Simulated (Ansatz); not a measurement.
A series of calculations on BH5O

### Relaxation

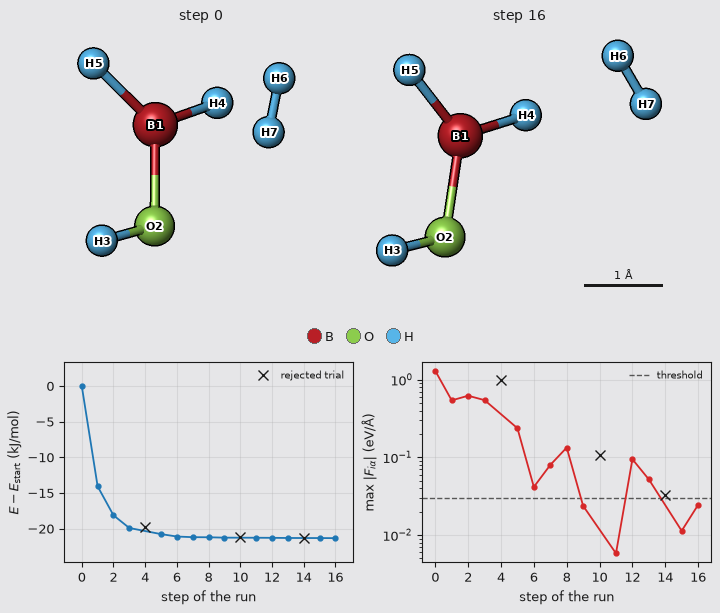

First and last geometry of a relaxation of BH5O, with the history of the run. The picture is a ball-and-stick view, seen from a free direction.

The run prepares an end point of a later path (reaction) calculation, from a guessed geometry.

Computed with RKS B3LYP/def2-SVPD in Ansatz.

The input:
```yaml
crystal:
  periodic: [false, false, false]
  atoms:
    - { symbol: B, position_ang: [-0.047255, -0.230124, 0.166783] }
    - { symbol: O, position_ang: [-0.028531, -0.476828, 1.524362] }
    - { symbol: H, position_ang: [-0.903806, -0.535303, 1.923416] }
    - { symbol: H, position_ang: [1.014332, -0.192384, -0.391785] }
    - { symbol: H, position_ang: [-1.095657, -0.113271, -0.41599] }
    - { symbol: H, position_ang: [0.085526, 2.132154, 0.54421] }
    - { symbol: H, position_ang: [0.18709, 1.696557, 1.104604] }
basis:
  gaussian: { orbitals: def2-SVPD }
hamiltonian:
  xc: b3lyp
relax:
  f_tol: 0.03
  max_steps: 50
```

Command:
```bash
ansatz run input.yaml --threads 2 --pin off --max-ram 3072MiB --backend cpu --events-out ev --progress --plain --runs-dir out
```

**Read the history and describe the run.**

It converged. The largest move after the best rigid fit is that of H7, 0.89 Å. By element the largest moves are H 0.89 Å, O 0.47 Å, B 0.25 Å. Some distances before and after: H6–H7 0.717 → 0.760 Å, B1–O2 1.380 → 1.352 Å. The energy falls by 21.3 kJ/mol in 13 accepted moves (16 points after the start). The largest force component goes from 1.3 to 0.024 eV/Å. The line search rejected the trial steps at points 4, 10, 14 of the run. The forces were under the threshold at step 9, but the run went on from there. The run took 12 s on 2 threads of AMD EPYC 7B13 (Zen 3), with other jobs on the host, peak memory 0.15 GiB.

### Relaxation

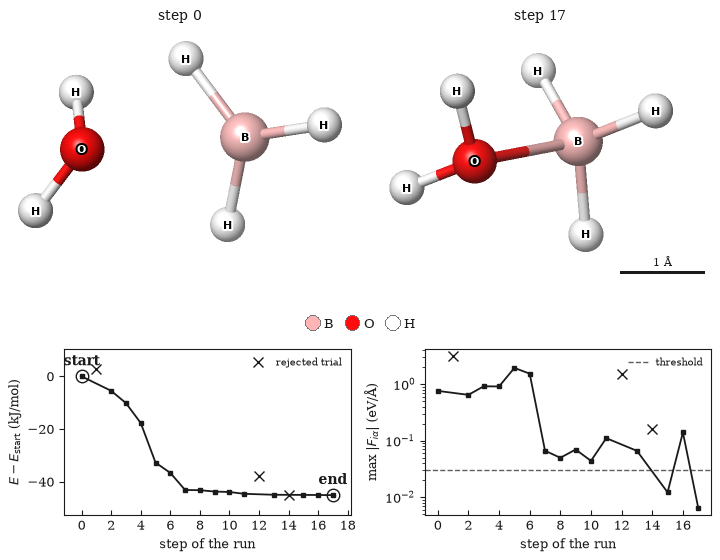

First and last geometry of a relaxation of BH5O, with the history of the run. The picture is a ball-and-stick view, seen at a tilt.

The run prepares an end point of a later path (reaction) calculation, from a guessed geometry.

Computed with RKS B3LYP/def2-SVPD in Ansatz. (no spin polarisation; force threshold 0.03 eV/Å; at most 50 steps)

Q: Did the run converge, and what did it change?

A: It converged. The atom that moves furthest after the best rigid fit is an H atom (0.79 Å). Largest moves by element: H 0.79 Å, O 0.57 Å, B 0.36 Å. Near-neighbour distances that change, for instance: B–O 2.602 → 1.723 Å, B–H 1.197 → 1.216 Å, H–O 0.984 → 0.967 Å. New bonds form, among them: B–O (2.60 → 1.72 Å). Among the angles between lasting bonds that change: H–B–H 121.2° → 116.2°, H–B–H 119.6° → 115.7°, H–B–H 119.0° → 115.7°. After 14 accepted moves (17 points after the start) the energy has fallen by 45.0 kJ/mol. The largest force component goes from 0.76 to 0.0065 eV/Å. The line search rejected the trial steps at points 1, 12, 14 of the run. The forces were under the threshold at step 15, but the run went on from there. The run took 14 s on 2 threads of AMD EPYC 7B13 (Zen 3), with other jobs on the host, peak memory 0.15 GiB.

### Path

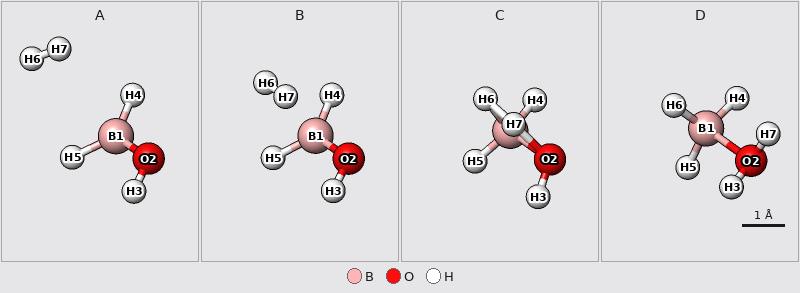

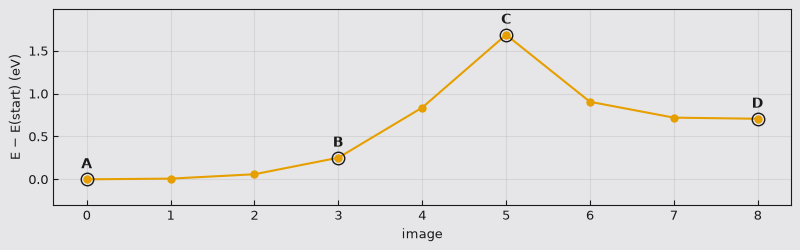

A nudged-elastic-band calculation for BH₅O, made up at the start of BH3O and H$_{2}$. Images are numbered from 0 (start) to 8 (end). Frames A to D are images 0, 3, 5, 8. The picture is a ball-and-stick view, seen from a free direction.

These are results of Ansatz 0.2.0, RKS B3LYP/def2-SVPD, not measurements. Set-up: 7 movable images; climbing image; force threshold 0.05 eV/Å; iteration limit 60; starting path through a guess of the saddle point.

**Read off the barrier and say what moves.**

Forward barrier 1.69 eV, backward barrier 0.98 eV, with image 5 at the top; the reaction energy is +0.71 eV. Breaking: H6–H7 (0.76 → 1.03 at the top → 2.56 Å). Forming: B1–H6 (3.18 → 1.35 at the top → 1.22 Å), O2–H7 (3.54 → 1.27 at the top → 0.97 Å). The band converged in 11 iterations. The largest component of the band force went from 4.3 to 0.035 eV/Å. The climbing image converged on the top of the path. Its vibrational analysis gives one imaginary mode (1404i cm⁻¹), as a transition state must have.

Limits of the set-up: the start holds two separate molecules, 3.1 Å apart at their closest, whose relative position is a soft coordinate and is computed without a dispersion correction.

The run took 57 s on 2 threads of AMD EPYC 7B13 (Zen 3) (shared host), peak memory 0.15 GiB.
